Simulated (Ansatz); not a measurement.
# What LiGeF3 (model cell, started as cubic perovskite with Ge in the octahedra) distorts into, part 3 of 3

Wanted: the energy along a soft mode of LiGeF3 (model cell, started as cubic perovskite with Ge in the octahedra) and the structure at the end.

Ansatz 0.2.0; DFT r2SCAN, scalar-relativistic, plane waves, PAW; PAW set soft_1.

So far. Step 4 (The mode frozen in, largest atomic shift 0.32 Å): The run ends at a pressure of 2.17 GPa, with forces up to 1.1 eV/Å. Step 5 (Energy along the mode, all amplitudes (two of the runs …): The lowest of the steps tried is at 0.32 Å, 36.6 meV/atom below the parent; the bottom of the well need not coincide with a step.

The structure was built from a prototype and need not be the compound's stable phase.

## Step 6: Relaxing from the distorted cell (continued)

Step by step (22 of 32):

| step | energy less that of the first step (eV) | largest force component (eV/Å) | pressure (GPa) | volume (Å³) |
| --- | --- | --- | --- | --- |
| 1 | 0.0000 | 1.0994 | 2.17 | 163.50 |
| 2 | -0.3341 | 0.4955 | -0.83 | 170.86 |
| 4 | -0.9225 | 0.6532 | -2.06 | 167.82 |
| 5 | -1.3093 | 0.4163 | -1.33 | 163.24 |
| 7 | -1.9215 | 0.2676 | 0.28 | 151.30 |
| 8 | -2.0885 | 0.2133 | 0.76 | 146.00 |
| 10 | -2.1835 | 0.1317 | 0.45 | 144.35 |
| 11 | -2.1917 | 0.0984 | -0.14 | 146.39 |
| 13 | -2.1955 | 0.0090 | -0.05 | 146.73 |
| 14 | -2.1956 | 0.0028 | 0.00 | 146.61 |
| 16 | -2.1957 | 0.0009 | 0.01 | 146.56 |
| 17 | -2.1957 | 0.0007 | 0.01 | 146.57 |
| 19* | -2.2848 | 0.0089 | 0.90 | 146.60 |
| 20 | -2.3391 | 0.1336 | 0.40 | 150.92 |
| 22 | -2.3493 | 0.4924 | -0.53 | 156.77 |
| 23 | -2.3851 | 0.2247 | 0.23 | 157.68 |
| 25 | -2.3902 | 0.0044 | 0.07 | 159.41 |
| 26 | -2.3902 | 0.0026 | 0.00 | 159.79 |
| 28* | -2.3970 | 0.0045 | 0.00 | 159.82 |
| 29 | -2.3968 | 0.0039 | -0.01 | 160.23 |
| 31 | -2.3968 | 0.0001 | 0.00 | 160.38 |
| 32* | -2.3971 | 0.0003 | 0.00 | 160.38 |

Relaxation steps marked * repeat the geometry before them on a plane-wave basis chosen anew for their cell, so energy and pressure can jump there. Other such steps can lie between the rows shown. Relaxation step 22 was tried and not accepted.

The run keeps the 4 symmetry operations that it works with, so distortions that break them were not tested.

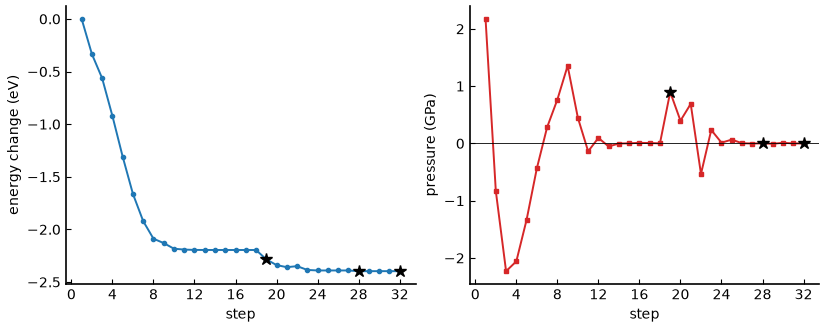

Energy and pressure along the relaxation. Stars mark steps on a basis chosen anew.

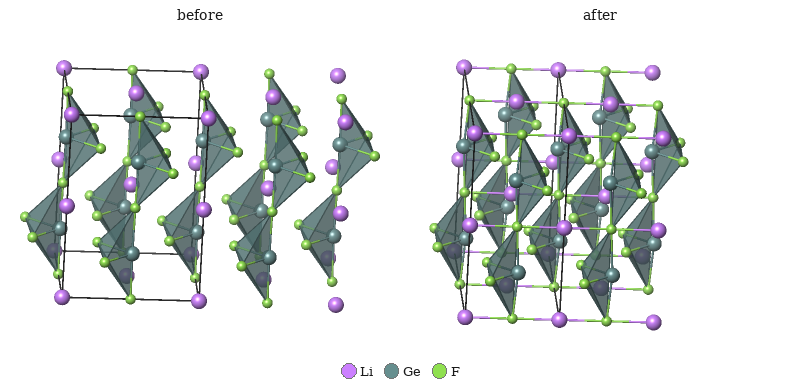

The structure before and after the relaxation, drawn at the same scale.

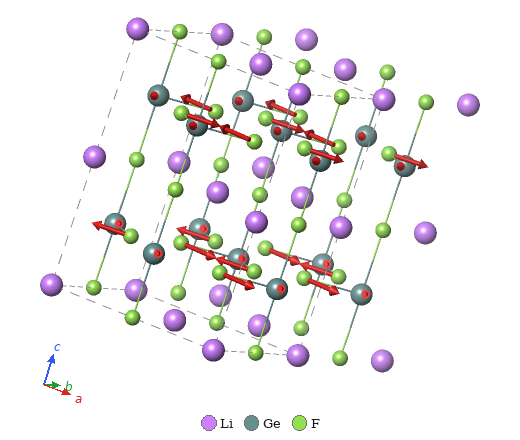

Displacements in the relaxation, exaggerated, measured against the changing cell; the longest in the cell stands for 0.73 Å. 1×2×1 conventional cells are drawn. Some periodic images of atoms are drawn too.

| cell as run | before | after | change |
| --- | --- | --- | --- |
| a (Å) | 4.340 | 4.830 | +11.3 % |
| b (Å) | 4.340 | 4.829 | +11.3 % |
| c (Å) | 8.680 | 8.742 | +0.7 % |
| γ (°) | 90.00 | 51.87 | -42.4 % |
| volume (Å³/atom) | 16.35 | 16.04 | -1.9 % |

The atoms that moved most (Å, as changes of fractional coordinates times the final cell):

| atom | dx | dy | dz | length |
| --- | --- | --- | --- | --- |
| F7 | -0.599 | -0.415 | 0.000 | 0.729 |
| F8 | 0.599 | 0.415 | 0.000 | 0.729 |
| F10 | -0.229 | -0.585 | 0.000 | 0.629 |
| F9 | 0.229 | 0.585 | 0.000 | 0.629 |
| Ge3 | 0.142 | -0.107 | 0.000 | 0.178 |
| Ge4 | -0.142 | 0.107 | 0.000 | 0.178 |

Final coordinates:

```cif
data_structure
_symmetry_space_group_name_H-M 'P 1'
_symmetry_Int_Tables_number 1
_cell_length_a 4.8296
_cell_length_b 4.8292
_cell_length_c 8.7423
_cell_angle_alpha 90.000
_cell_angle_beta 90.000
_cell_angle_gamma 51.867
_cell_volume 160.38
loop_
_atom_site_label
_atom_site_type_symbol
_atom_site_fract_x
_atom_site_fract_y
_atom_site_fract_z
_atom_site_occupancy
Li1 Li 0.00000 0.00000 0.00000 1
Li2 Li 0.00000 0.00000 0.50000 1
Ge3 Ge 0.53554 0.46468 0.25000 1
Ge4 Ge 0.46446 0.53532 0.75000 1
F5 F 0.50000 0.50000 0.00000 1
F6 F 0.50000 0.50000 0.50000 1
F7 F 0.36676 0.92024 0.25000 1
F8 F 0.63324 0.07976 0.75000 1
F9 F 0.07998 0.63358 0.25000 1
F10 F 0.92002 0.36642 0.75000 1
```

Numbers from this step:

```yaml
pressure: -0.001384 GPa
gap_on_the_k_mesh: 4.070 eV
volume_per_atom: 16.04 Å³
```

The distorted start has space group P2_1/m; the relaxation ends in Cmcm.

## Step 7: The new phase in its own primitive cell

The relaxed structure is symmetrised, reduced to its primitive cell and relaxed tightly, as its phonons need.

input.yaml reads:

```yaml
crystal:
  lattice:
    - [4.3430789622, -2.1120453419, 0.0]
    - [4.3430789622, 2.1120453419, 0.0]
    - [0.0, 0.0, 8.7423231234]
  atoms:
    - { symbol: Li, position: [0.0, 0.0, 0.5] }
    - { symbol: Li, position: [0.0, 0.0, 0.0] }
    - { symbol: Ge, position: [0.5354296873, 0.4645703127, 0.75] }
    - { symbol: Ge, position: [0.4645703127, 0.5354296873, 0.25] }
    - { symbol: F, position: [0.5, 0.5, 0.5] }
    - { symbol: F, position: [0.5, 0.5, 0.0] }
    - { symbol: F, position: [0.366760475, 0.9202378522, 0.75] }
    - { symbol: F, position: [0.633239525, 0.0797621478, 0.25] }
    - { symbol: F, position: [0.0797621478, 0.633239525, 0.75] }
    - { symbol: F, position: [0.9202378522, 0.366760475, 0.25] }
kpoints:
  mp_grid: { grid: [6, 6, 4] }
hamiltonian:
  xc: r2scan
  pseudopotentials: { kind: paw, azcp: { folder: soft_1 } }
scf:
  occupations: { method: fixed }
output:
  forces: true
  stress: true
  eigenvalues: true
relax:
  adjacent_minimum: "off"
  f_tol: 0.001
  max_steps: 60
  cell: { stress_tol: 0.01 }
```

Command:

```bash
> ansatz run input.yaml --threads 8 --pin off --max-ram 16384MiB --backend cpu --events-out ev --progress --plain --runs-dir out
```

Numbers of over 12 decimals in the logs are rounded to 6 here.

What it wrote:

```text
[...]
Crystal: 10 atoms, lattice volume = 160.383 Å³
Basis set: ecut = 500 eV, 4043 PW (Γ), exchange–correlation on 144×144×256 points (64 copies of the dense FFT grid, shifted against one another)
Bands: 48, of which v1, the nominal top of the filled ones, is band 38 counted from 1 (37 counted from 0)
Symmetry: 8 space group operations
[...]
k-points: 39 of 144
[...]
- { symbol: Li, position: [0, 0, 0] }
    - { symbol: Ge, position: [0.535387, 0.464613, 0.750000] }
    - { symbol: Ge, position: [0.464613, 0.535387, 0.250000] }
    - { symbol: F, position: [0.5, 0.5, 0.500000] }
    - { symbol: F, position: [0.5, 0.5, 0.0] }
    - { symbol: F, position: [0.366522, 0.920198, 0.750000] }
    - { symbol: F, position: [0.633478, 0.079802, 0.250000] }
    - { symbol: F, position: [0.079802, 0.633478, 0.750000] }
    - { symbol: F, position: [0.920198, 0.366522, 0.250000] }
[key lines of the parts left out:]
SCF converged after 4 iterations
Free energy (F): -13880.544965 eV
Fermi energy:    2.026174 eV
P = ⅓ Tr σ = -0.0010 GPa (-0.010 kbar)
```

Wall time 16 s (8 threads of AMD EPYC 7B13 (Zen 3), shared host); peak memory 1.3 GiB; 2 min of CPU time.

Little changed from the start: no atom moved by 0.005 Å and no cell edge by 0.1 %.

Numbers from this step:

- pressure: -0.001002 GPa
- direct gap on mesh: 4.184 eV

The largest force component left is 0.68 meV/Å and the pressure is -0.001 GPa, within the tolerances set. The cell now holds 16.04 Å³/atom.

## Step 8: The phases reached

The phases reached along the modes that were followed are set side by side.

Energies are those of the first relaxation, on the mesh of the frozen mode; space group, volume and gap are those of the last relaxation. Phases, by row:

| mode frozen in | space group | energy from parent (meV/atom) | volume (Å³/atom) | gap on mesh (eV) | lowest zone-centre optical mode (cm⁻¹) | largest shift (Å) |
| --- | --- | --- | --- | --- | --- | --- |
| parent | Pm-3m | 0 | 16.35 | 1.426 | – | – |
| q = (0, 0, 0), 308i cm⁻¹ | P4mm | -273.7 | 20.27 | 4.747 | -170.2 | 1.451 |
| q = (0, 0, 0), 308i cm⁻¹ | R3m | -363.3 | 15.53 | 5.724 | 129 | 0.651 |
| q = (0, 0, 0), 308i cm⁻¹ | Amm2 | -291.5 | 16.34 | 4.804 | -238 | 0.817 |
| q = (0, 0, -0.5), 296i cm⁻¹ | Cmcm | -276.3 | 16.04 | 4.071 | – | 0.933 |
| q = (0, 0, -0.5), 296i cm⁻¹ | Pmma | -75.02 | 16.37 | 2.986 | – | 0.59 |
| q = (0, 0, -0.5), 296i cm⁻¹ | Cmcm | -276.3 | 16.04 | 4.07 | – | 0.934 |

## Step 9: Summary of results

```yaml
unstable_mode_of_the_parent: q = (0, 0, -0.5), 296i cm⁻¹
depth_at_the_lowest_point_sampled: 36.6 meV/atom
largest_atomic_shift_at_that_point: 0.32 Å
space_group_reached_within_0p01_a: Cmcm
energy_gained_over_the_parent_first_relaxation_on_the_mesh_of_the_frozen_mode: 276 meV/atom
volume_per_atom_phase_reached: 16.0 Å³
gap_on_the_k_mesh_phase_reached: 4.07 eV
```

In words: Along this mode the structure falls into Cmcm, 276 meV/atom below the parent. At the parent's cell the well is 36.56 meV/atom deep on the steps tried, with its lowest point at a shift of 0.32 Å. Relaxing atoms and cell changes the gain by +239.71 meV/atom against the lowest step (energies at zero smearing). Most of the total comes from this relaxation. The modes of the phase reached were not computed on this path. Of the 6 patterns followed to their end from this parent, this one ends 87.1 meV/atom above the lowest, R3m. Each path keeps the symmetry of its pattern, so a lower phase may lie along a pattern not tried. The q mesh stands for a supercell only 8.7 Å across, so branches between the solved wavevectors are rough. The starting cell was built on a prototype and not taken from a measurement, so the phase need not exist.

[Logs are printed without paths, hosts, clocks, repeated set-up lines and the standing remarks that a program may print on its own settings, such as how far it seeks lower states.]

[Hosts, paths, dates, database ids (printed as entryN), source tags and the programs' standing remarks are cut or masked in the printed files.]
